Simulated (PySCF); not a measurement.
## Electronic structure of H₁₀N₃PSi₃ (SMILES P[SiH]1N[SiH2]N[SiH2]N1) in real space

| atom | x (Å) | y (Å) | z (Å) |
| --- | --- | --- | --- |
| P | 2.9406 | -0.7091 | 1.1328 |
| Si | 1.1508 | -0.3421 | -0.1643 |
| N | -0.1018 | -1.4069 | 0.3519 |
| Si | -1.7859 | -1.1089 | 0.1141 |
| N | -1.8913 | 0.4543 | -0.6120 |
| Si | -0.9350 | 1.8602 | -0.3113 |
| N | 0.6447 | 1.2857 | 0.0804 |
| H | 3.2736 | -1.8887 | 0.4990 |
| H | 3.7923 | 0.0240 | 0.3317 |
| H | 1.3963 | -0.5539 | -1.6032 |
| H | 0.1414 | -2.2129 | 0.9007 |
| H | -2.3525 | -2.0558 | -0.8529 |
| H | -2.4549 | -1.1849 | 1.4201 |
| H | -2.7563 | 0.6341 | -1.0919 |
| H | -0.9238 | 2.6271 | -1.5627 |
| H | -1.4130 | 2.6590 | 0.8247 |
| H | 1.2679 | 1.9309 | 0.5331 |

Geometry: GFN2-xTB.

All numbers below come from PBE0/def2-SVPD, SCF density, gas phase (PySCF).

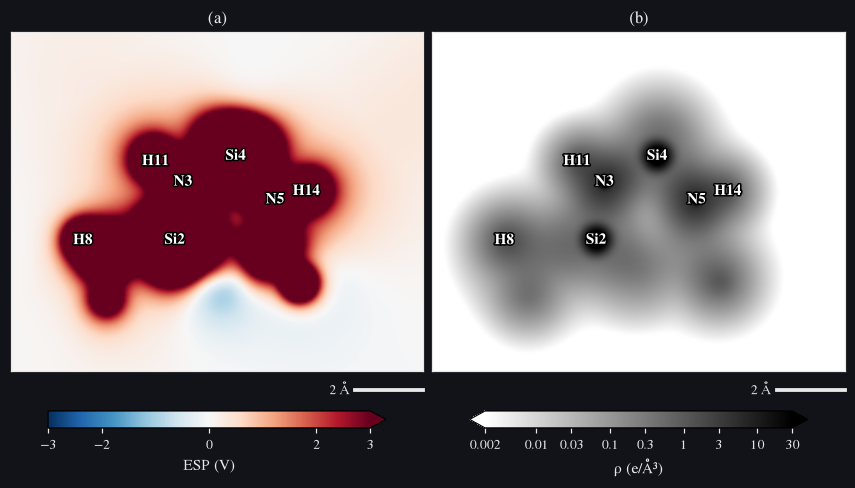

Figure 1. (a) molecular electrostatic potential; (b) total electron density on the plane of atoms Si2, N3 and Si4.

Question: What do the fields say about this system?

Answer:
- The section cuts through Si, N and H sites.
- Si–N (1.72 Å): the density is about 1.1 e/Å³ at the midpoint.
- N–H (1.00 Å): ρ is about 2.8 e/Å³ halfway.
- Outside the dense part of the molecule the potential is most negative (−0.9 V) near N7, which lies off the plane.

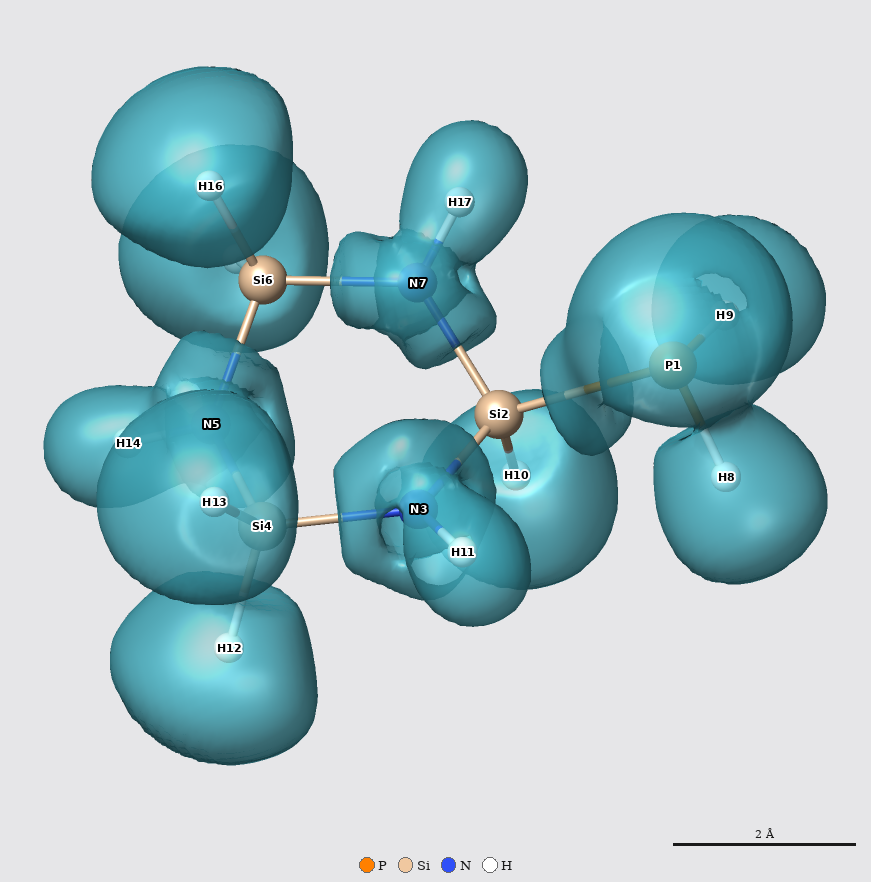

Figure 2. Isosurface of the electron localisation function at 0.75 (cyan), seen at an oblique angle. Core shells and regions of very low density are left out.

Question: Describe the localisation domains.

Answer: The ELF exceeds this value in five regions around hydrogen nuclei, three joined regions spread over several atoms (H, N), in which their bonds and any lone pairs are merged and one joined region spread over several atoms (H, P), in which their bonds and any lone pairs are merged. Along the contacts the grid gives the following. Si–N (1.72 Å): the ELF peaks at about 0.90 between the atoms (a polar covalent bond). Si–P (2.24 Å): the ELF peaks at about 0.95 between the atoms: a shared electron pair.

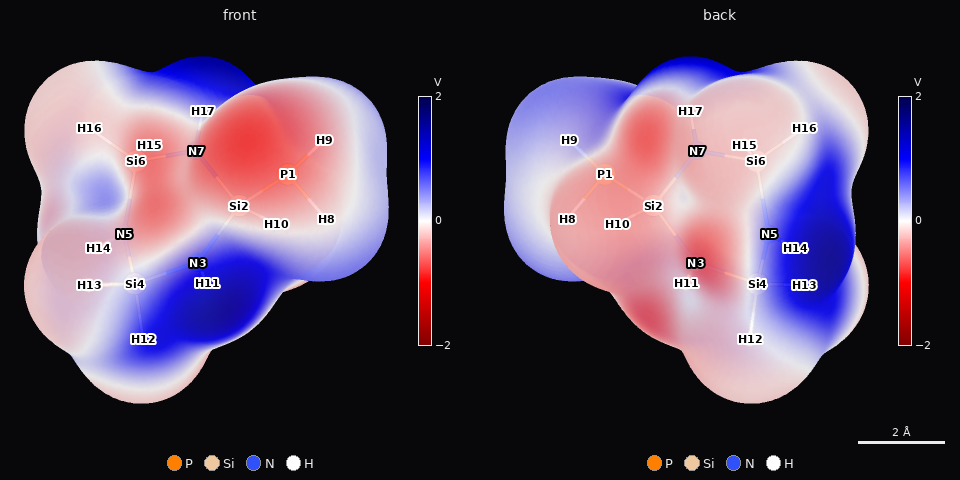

Figure 3. The electrostatic potential painted on the density surface at 0.001 e/bohr³, seen from the front and from behind; red is negative and blue positive.

Question: Describe the electrostatic potential map.

Answer: The most negative region (about −0.7 V) lies over P1, the most positive (about +1.5 V) over H11, H14 and H17.

Question: How polar is the molecule by this calculation?

Answer: Its dipole moment is 0.39 D.
